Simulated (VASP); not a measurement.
Band structure of Cd$_{2}$TeS (space group P3m1). Level of theory: PBEsol GGA, VASP's PBE PAW potentials (set 64) (plane waves; VASP).

Unless said otherwise, spin-orbit coupling is left out, though it shifts the bands of the heavy elements here.

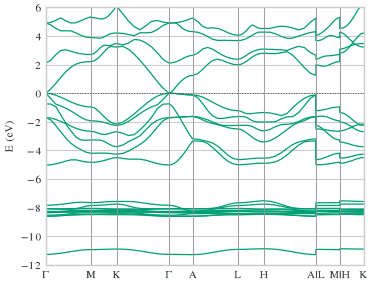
*Bands along high-symmetry lines, zero at the valence-band maximum or, without a gap, the Fermi level*

Q: Read the plot: is there a gap, and where are the band edges?

A: It has no gap at this level: it comes out as a metal or semimetal. (Edges off the drawn lines would not show.)

The structure comes from a computed database's Cd2TeS entry (P3m1); how it stands against other phases isn't given here. It was relaxed first, which changed the volume by -6 %.
